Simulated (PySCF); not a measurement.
C4H8NPSi

```json
{"atom": "N", "x (Å)": "3.4669", "y (Å)": "-0.3572", "z (Å)": "0.4268"}
{"atom": "C", "x (Å)": "2.4439", "y (Å)": "-0.4465", "z (Å)": "-0.0781"}
{"atom": "C", "x (Å)": "1.1468", "y (Å)": "-0.5412", "z (Å)": "-0.6846"}
{"atom": "C", "x (Å)": "0.1444", "y (Å)": "-1.2381", "z (Å)": "0.2648"}
{"atom": "Si", "x (Å)": "-0.7258", "y (Å)": "0.4349", "z (Å)": "0.6065"}
{"atom": "P", "x (Å)": "-2.8852", "y (Å)": "0.4868", "z (Å)": "0.0111"}
{"atom": "C", "x (Å)": "0.4955", "y (Å)": "0.8560", "z (Å)": "-0.8094"}
{"atom": "H", "x (Å)": "1.2560", "y (Å)": "-1.0516", "z (Å)": "-1.6454"}
{"atom": "H", "x (Å)": "-0.4591", "y (Å)": "-1.9746", "z (Å)": "-0.2617"}
{"atom": "H", "x (Å)": "0.6262", "y (Å)": "-1.7401", "z (Å)": "1.1001"}
{"atom": "H", "x (Å)": "-0.3573", "y (Å)": "1.0350", "z (Å)": "1.8972"}
{"atom": "H", "x (Å)": "-3.0529", "y (Å)": "1.8197", "z (Å)": "0.3426"}
{"atom": "H", "x (Å)": "-3.3426", "y (Å)": "0.0564", "z (Å)": "1.2441"}
{"atom": "H", "x (Å)": "1.1980", "y (Å)": "1.6700", "z (Å)": "-0.6485"}
{"atom": "H", "x (Å)": "0.0406", "y (Å)": "0.9984", "z (Å)": "-1.7874"}
```

Geometry: GFN2-xTB.

Computed with PBE0/pcSseg-1, SCF density, gas phase, non-relativistic in PySCF 2.14.0.

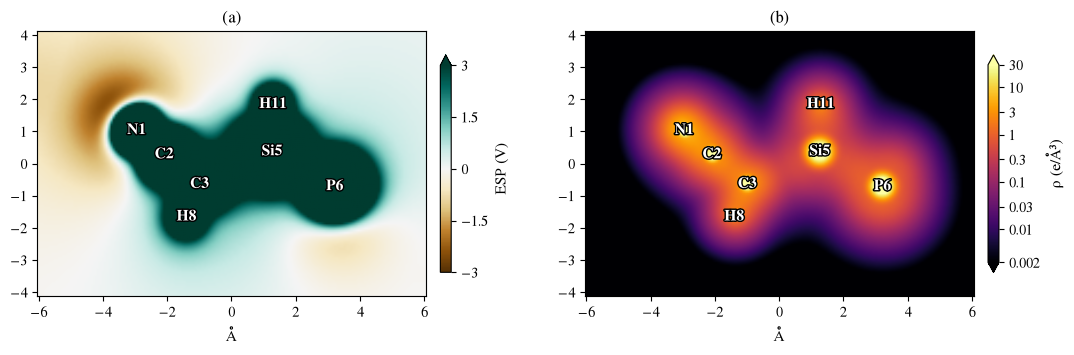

Figure 1. (a) molecular electrostatic potential; (b) total electron density on the plane of atoms C2, C3 and H8.

> What does the map show?

Atoms in the plane: N, C, Si, P and H.
C–N (1.14 Å): ρ is about 3.6 e/Å³ halfway.
C–C (1.43 Å): ρ at the midpoint is about 1.9 e/Å³.
Si–P (2.24 Å): the density is about 0.75 e/Å³ at the midpoint.
C–H (1.09 Å): the density is about 2 e/Å³ at the midpoint.
Outside the dense part of the molecule the potential is most negative (−2.4 V) near N1.

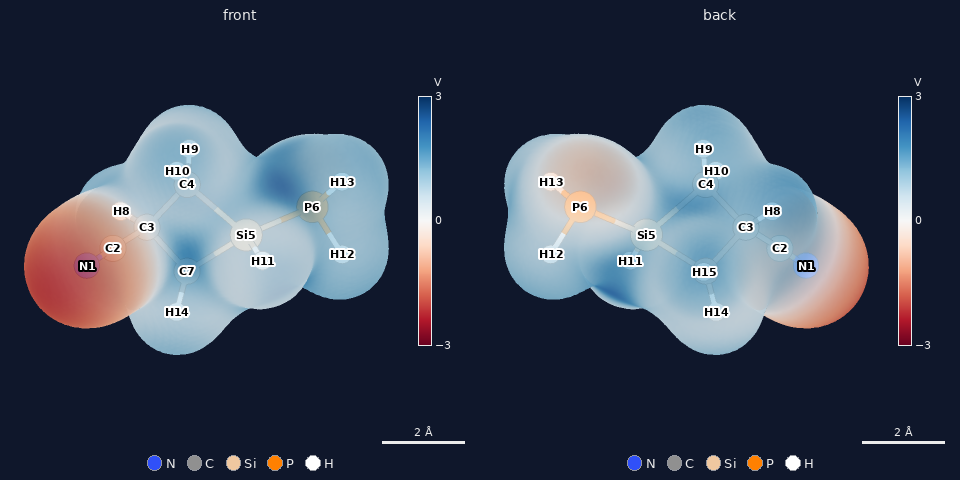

Figure 2. The electrostatic potential painted on the density surface at 0.004 e/bohr³, seen from the front and from behind; red is negative and blue positive.

> Where is the surface potential most negative and most positive?

The most negative region (about −2.2 V) lies over N1, the most positive (about +2.2 V) over Si5. N1 is the likeliest acceptor of a hydrogen bond.
